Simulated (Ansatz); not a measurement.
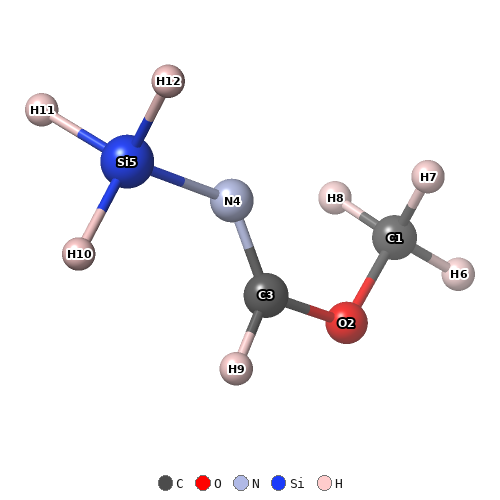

The system is C2H7NOSi, SMILES COC=N[SiH3]; the picture shows the reference structure. The first coordinate is: angle C1–O2–C3 (carried through 180); the second: change of the bonds O2–C1, O2–C3, all alike. Nothing is relaxed (all other coordinates rigid). The grid has 13 × 13 points. Points are written as (first, second). Energies are in kJ/mol, from the relaxed molecule at the same level. Theory: RKS PBE-D4/def2-SVP in Ansatz 0.2.0.

Its coordinates:

```xyz
12

C    -1.3550    0.8867    1.5391
O    -1.2066    1.3218    0.1822
C    -0.3251    0.6329   -0.5627
N     0.3581   -0.3522   -0.1314
Si    1.5136   -1.2733   -1.0678
H    -2.1074    1.5558    1.9938
H    -0.3907    0.9552    2.0827
H    -1.6937   -0.1685    1.5800
H    -0.3077    1.0716   -1.5888
H     1.6405   -0.7841   -2.4960
H     1.0893   -2.7155   -1.0894
H     2.8615   -1.1854   -0.4078
```

Range: angle C1–O2–C3 (carried through 180) from 97.9 to 262.1°; change of the bonds O2–C1, O2–C3, all alike from −0.153 to 0.236 Å.

Question: What will the energy surface look like?

Answer: The lowest grid point is at (111.6°, 0.009 Å), 2.3 kJ/mol from the relaxed molecule at the same level. A higher local minimum lies near (234.7°, −0.023 Å) (33 kJ/mol above the lowest at that grid point). The highest grid point, (262.1°, −0.153 Å), lies 400 kJ/mol above the lowest. On the interpolated surface the easiest way out of the lowest well to the well at about (241°, 0.00 Å) passes a barrier of about 129 kJ/mol. Round the minimum the valley is somewhat tilted: raising the first coordinate shifts the best value of the second coordinate downwards (coupling k₁₂/√(k₁₁k₂₂) about 0.2).

```csv
"second ↓, first →",97.9,111.6,125.3,139.0,152.6,166.3,180.0,193.7,207.4,221.0,234.7,248.4,262.1
0.236,132,123,146,184,227,265,285,279,249,208,170,147,166
0.204,111,97,119,157,200,237,257,251,222,182,144,123,147
0.171,91,72,93,130,173,210,229,223,195,156,118,99,131
0.139,75,51,69,107,149,185,204,198,171,132,95,79,119
0.106,63,31,48,84,126,162,180,175,148,110,74,61,111
0.074,56,16,31,66,107,142,160,155,129,91,57,47,109
0.042,54,6,17,52,92,127,144,139,113,77,44,39,114
0.009,60,2,10,42,82,116,133,128,102,67,37,37,128
−0.023,75,6,9,40,78,111,128,123,98,63,36,42,152
−0.056,101,19,17,46,83,115,131,126,101,68,44,58,189
−0.088,139,43,35,61,97,128,144,138,115,83,62,85,240
−0.120,192,81,66,89,123,153,168,163,139,110,92,125,309
−0.153,267,137,114,134,166,194,208,202,180,152,140,186,402
```

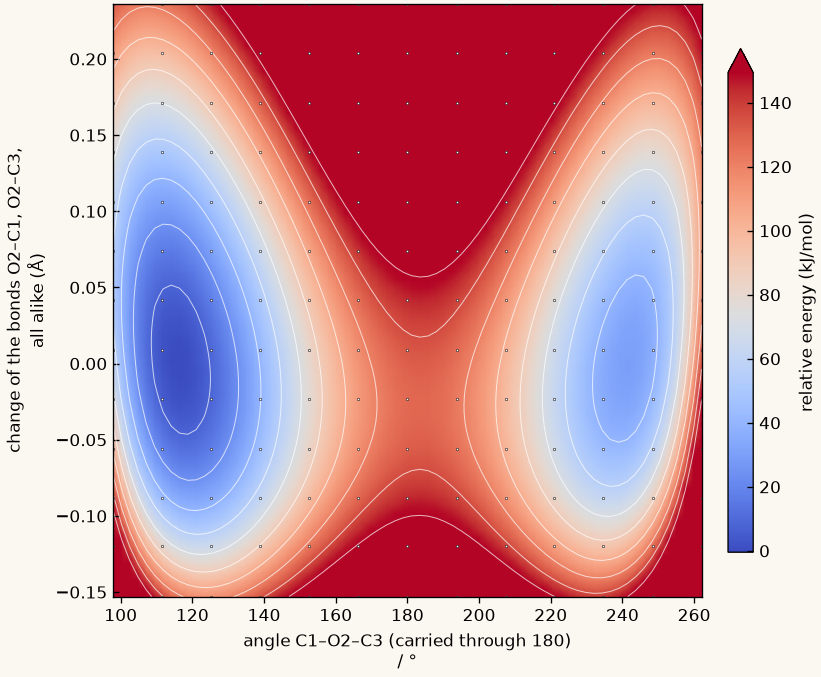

The picture shows a smooth colour map with a few white contour lines, dots at the grid points, one colour for all values above the top of the scale. Between grid points the surface is interpolated.

Each point was launched as `ansatz run input.yaml --threads 1 --pin off --max-ram 2560MiB --backend cpu --events-out ev --progress --plain --runs-dir out`. Time for the 169 points that were run: 9.7 min on 1 thread of Arm Neoverse V2, with other jobs on the host.
